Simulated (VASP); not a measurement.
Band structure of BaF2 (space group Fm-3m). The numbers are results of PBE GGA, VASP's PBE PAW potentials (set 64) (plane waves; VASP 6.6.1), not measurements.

Unless said otherwise, spin-orbit coupling is left out, though it shifts the bands of the heavy elements here.

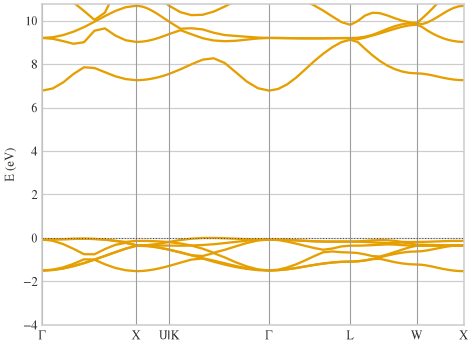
Bands along high-symmetry lines, zero at the valence-band maximum or, without a gap, the Fermi level

Read the plot: is there a gap, and where are the band edges?

The gap is indirect, 6.78 eV, from the valence maximum at K-Γ at 0.44 to the conduction minimum at Γ.

The structure is a typed BaF2 crystal. The cell was not relaxed at this level.
